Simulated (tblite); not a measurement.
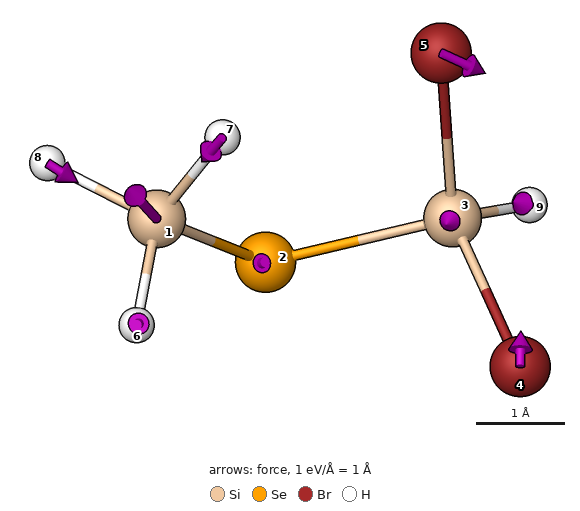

Starting geometry of Si2H4SeBr2 with the computed forces as purple arrows. A ball-and-stick model, seen from a free direction.

Level of theory: tblite 0.8.0, GFN2-xTB geometry optimisation, gas phase. 

Question: What follows when this structure is relaxed?

Answer: It isn't relaxed: the largest force vector, on Si1, is 0.98 eV/Å. The final displacements have little in common with the starting forces (cosine between the two patterns 0.26). Over 87 geometry steps the energy falls by 0.202 eV. H8 moves most after the best rigid fit: 0.64 Å. Largest moves by element: H 0.64 Å, Br 0.53 Å, Se 0.52 Å, Si 0.10 Å. Some distances before and after: Si3–Br4 2.258 → 2.224 Å, Si1–H7 1.486 → 1.458 Å, Si1–H8 1.474 → 1.452 Å, Si1–Se2 2.298 → 2.313 Å. Bond angles that change, for instance: Se2–Si3–Br5 105.7° → 112.6°, H6–Si1–H7 105.9° → 112.5°, Se2–Si1–H8 107.5° → 101.4°. Groups turn about Si1–Se2 by about 40°. Cost: 1.1 s on 1 thread of Arm Neoverse N1, with other jobs on the host.
